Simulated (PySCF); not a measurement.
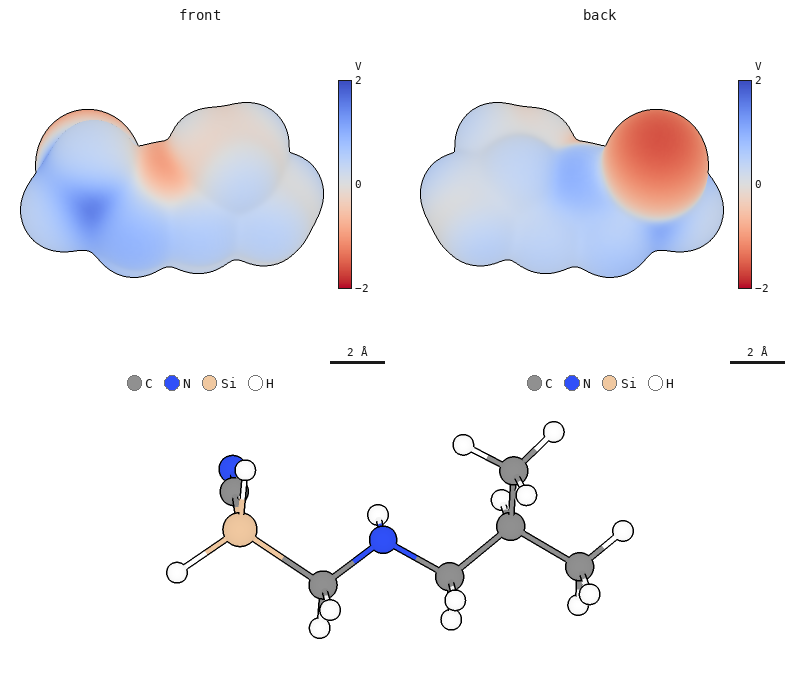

Figure. C6H14N2Si (SMILES CC(C)CNC[SiH2]C#N). The molecular electrostatic potential painted on the density surface at 0.001 e/bohr³, seen from the front and from behind; red is negative and blue positive. The bare structure is drawn below in the same view.

Geometry: GFN2-xTB.

Method: PBE0/pcSseg-1, SCF density, gas phase, non-relativistic (PySCF 2.14.0).

```tsv
atom	x (Å)	y (Å)	z (Å)
C	-1.9082	1.3716	0.2602
C	-1.6309	-0.0764	0.6529
C	-2.9129	-0.9034	0.6167
C	-0.5794	-0.6850	-0.2775
N	0.6804	0.0283	-0.1732
C	1.7229	-0.5105	-1.0279
Si	3.2910	0.5551	-0.8470
C	3.8033	0.3551	0.9414
N	4.0837	0.2153	2.0437
H	-2.3678	1.4113	-0.7249
H	-0.9783	1.9323	0.2293
H	-2.5806	1.8403	0.9749
H	-1.2320	-0.0922	1.6742
H	-3.6581	-0.4739	1.2818
H	-3.3223	-0.9228	-0.3911
H	-2.7227	-1.9277	0.9300
H	-0.9193	-0.6017	-1.3157
H	-0.4630	-1.7610	-0.0491
H	0.9894	0.0131	0.7955
H	1.3591	-0.4619	-2.0592
H	1.9304	-1.5767	-0.8237
H	3.0146	1.9764	-1.0416
H	4.3962	0.0395	-1.6596
```

> Which sites attract a positive test charge, and which a negative one?

A positive charge is drawn to the negative regions and a negative charge to the positive ones. The most negative region (about −1.6 V, or −37 kcal/mol for a unit charge) lies over N9, the most positive (about +1.4 V, or +32 kcal/mol for a unit charge) over Si7. N9 is the likeliest acceptor of a hydrogen bond.

> How polar is the molecule by this calculation?

Its dipole moment is 3.55 D.
